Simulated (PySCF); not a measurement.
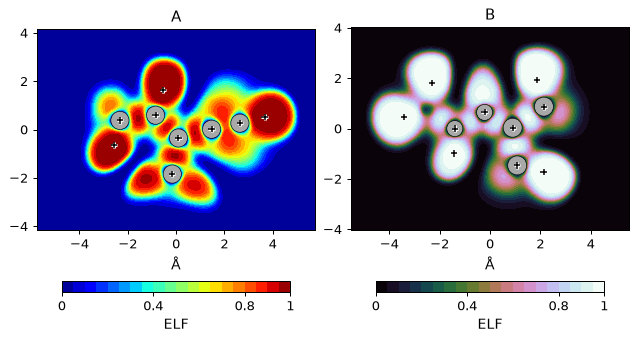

The electron localisation function of 2 systems, each on a plane through atoms (crosses mark nuclei in the plane; grey discs cover the cores).

Method: PBE0/pcSseg-1, SCF density, gas phase, non-relativistic in PySCF 2.14.0.

System 1: C7H10O (SMILES C#C/C(=C/CC)CO), the plane of atoms C4, C3 and C7. Geometry: GFN2-xTB, NEB image 0 of 0 to 8.

```xyz
18

C    -2.7584    1.3342   -1.5709
C    -1.8431    0.7942   -1.0107
C    -0.8075    0.1041   -0.3314
C     0.4722    0.3835   -0.5943
C     1.6711   -0.2665    0.0123
C     2.3578    0.6807    0.9992
C    -1.2876   -0.9664    0.6271
O    -1.4555   -2.2206   -0.0027
H    -3.5382    1.8297   -2.0682
H     0.6862    1.1763   -1.3015
H     2.3745   -0.5102   -0.7884
H     1.4012   -1.1952    0.5143
H     1.6924    0.9145    1.8274
H     3.2602    0.2231    1.3971
H     2.6311    1.6120    0.5076
H    -2.2338   -0.6397    1.0850
H    -0.5590   -1.1327    1.4220
H    -2.0724   -2.1145   -0.7356
```

System 2: C6H10N2 (SMILES C#CCNN=C(C)C), the plane of atoms N5, C6 and C7. Geometry: GFN2-xTB.

```yaml
atoms:
  - { symbol: C, position_ang: [3.4705, -0.1159, 0.9224] }
  - { symbol: C, position_ang: [2.8177, -0.3939, -0.0419] }
  - { symbol: C, position_ang: [1.9414, -0.6395, -1.1768] }
  - { symbol: N, position_ang: [0.6786, 0.0674, -1.0743] }
  - { symbol: N, position_ang: [-0.2909, -0.6127, -0.4277] }
  - { symbol: C, position_ang: [-1.2861, -0.0416, 0.1128] }
  - { symbol: C, position_ang: [-1.4994, 1.4496, 0.2014] }
  - { symbol: C, position_ang: [-2.3462, -0.9180, 0.7011] }
  - { symbol: H, position_ang: [4.0682, 0.0955, 1.7585] }
  - { symbol: H, position_ang: [2.4444, -0.3244, -2.0992] }
  - { symbol: H, position_ang: [1.7066, -1.7055, -1.2381] }
  - { symbol: H, position_ang: [0.7792, 1.0601, -0.8636] }
  - { symbol: H, position_ang: [-2.3652, 1.6721, 0.8180] }
  - { symbol: H, position_ang: [-1.6594, 1.8726, -0.7914] }
  - { symbol: H, position_ang: [-0.6261, 1.9385, 0.6392] }
  - { symbol: H, position_ang: [-2.4568, -0.7127, 1.7657] }
  - { symbol: H, position_ang: [-3.3040, -0.7236, 0.2188] }
  - { symbol: H, position_ang: [-2.0811, -1.9616, 0.5635] }
```

### Match each panel to its system.

Panel A is system 1, C7H10O: the plane holds C and H. C–C (1.20 Å): the ELF peaks at about 0.85 between the atoms (a multiple bond). Panel B is system 2, C6H10N2: the plane holds N, C and H. C–N (1.27 Å): the ELF peaks at about 0.90 between the atoms (a short, multiple covalent bond).
